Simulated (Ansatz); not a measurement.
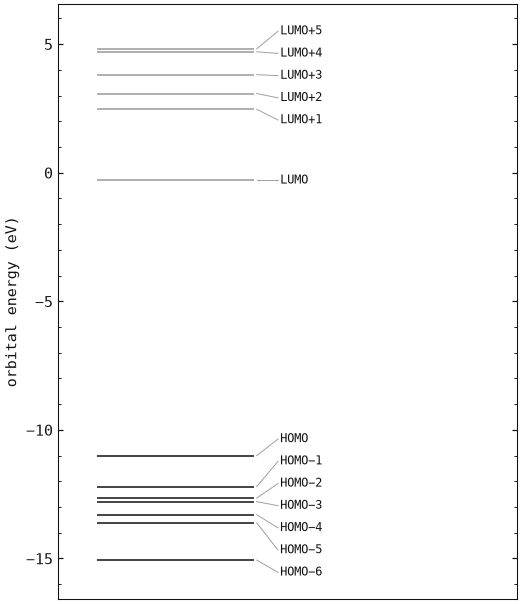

Kohn-Sham orbital energies near the frontier, ωB97X-V/def2-TZVPP in the Ansatz code 0.2.0, at a PBE0-D4/def2-TZVP geometry (a minimum by its frequencies), isolated molecule; empty levels in grey, levels within 0.03 eV side by side.

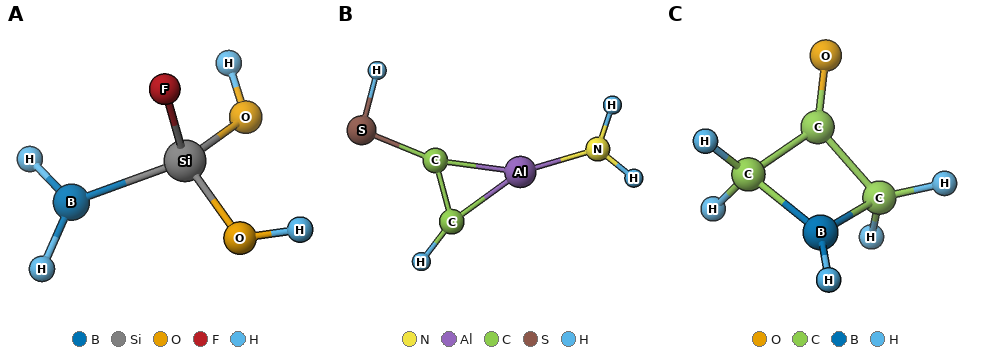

Question: Which molecule has this level scheme? Choose among the lettered structures.

Answer: Structure A, BSiH₄O₂F, SMILES B[Si](O)(O)F. HOMO −11.01 eV, LUMO −0.30 eV, separation 10.71 eV.

Caveats: empty levels above zero depend strongly on the basis; empty levels above zero depend strongly on the basis.
